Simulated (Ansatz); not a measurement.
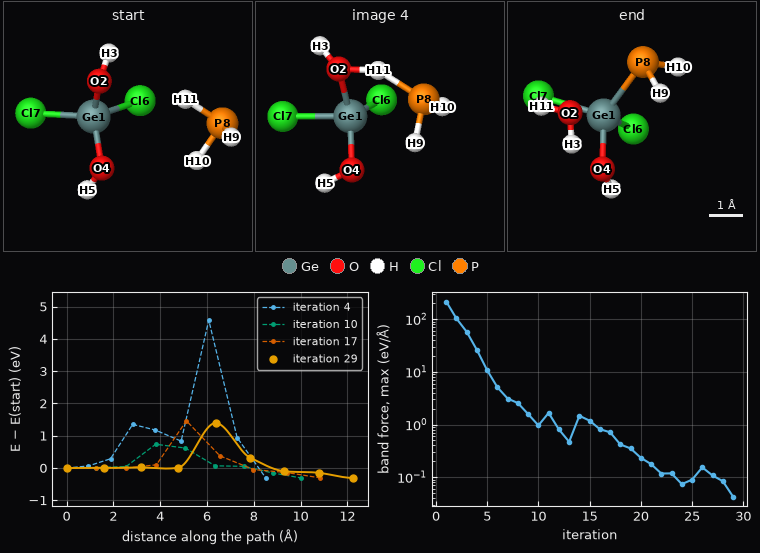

NEB run on GePH5O2Cl2, made up at the start of GeH2O2Cl2 and PH₃. Images are numbered from 0 (start) to 8 (end). The plot follows the band through its iterations. A ball-and-stick model, seen at a tilt.

Theory: RKS PBE/def2-SVP (Ansatz 0.2.0). Set-up: 7 movable images; climbing image; force threshold 0.05 eV/Å; iteration limit 60; starting path through a guess of the saddle point.

### Judge this run.

The result is final at these settings. The band converged in 29 iterations. The largest component of the band force went from 220 to 0.043 eV/Å. The climbing image converged on the top of the path. Its vibrational analysis gives one imaginary mode (1019i cm⁻¹), as a transition state must have. The first iteration put the highest image at 53.75 eV. The highest point, image 4, lies 1.39 eV above the start and 1.70 eV above the end; the end is at −0.31 eV relative to the start.

Limits of the set-up: the start holds two separate molecules, 2.8 Å apart at their closest, whose relative position is a soft coordinate and is computed without a dispersion correction.

The run took 3.1 min on 4 threads of Intel(R) Xeon(R) 6975P-C (Granite Rapids) (shared host), peak memory 0.24 GiB.
